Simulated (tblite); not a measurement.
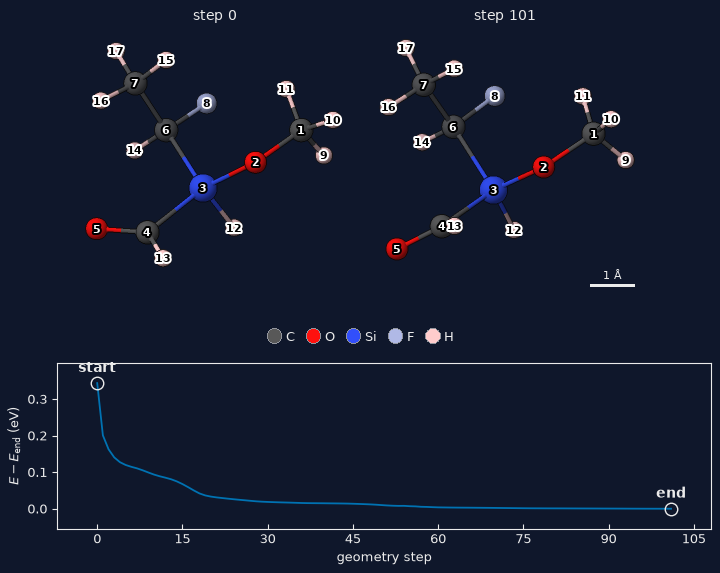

First and last geometry of a relaxation of C4H9FO2Si, with the history of the run. Style: ball-and-stick. Shown at a tilt.

Method: GFN2-xTB geometry optimisation, gas phase (tblite 0.8.0). 

What do the curves and the structures tell?

It converged. H13 moves most after the best rigid fit: 0.80 Å. By element the largest moves are H 0.80 Å, O 0.53 Å, Si 0.24 Å, F 0.20 Å, C 0.19 Å. Near-neighbour distances that change, for instance: O2–Si3 1.686 → 1.616 Å, Si3–C6 1.872 → 1.935 Å, C6–F8 1.357 → 1.401 Å, Si3–H12 1.495 → 1.463 Å. Bond angles that change, for instance: C1–O2–Si3 118.0° → 130.2°, O2–Si3–C4 112.3° → 100.9°, O2–Si3–H12 104.6° → 114.3°. Groups turn about Si3–C4 by about 40°. Over 101 geometry steps the energy falls by 0.344 eV. The run took 0.68 s on 1 thread of Arm Neoverse V1 (shared host).
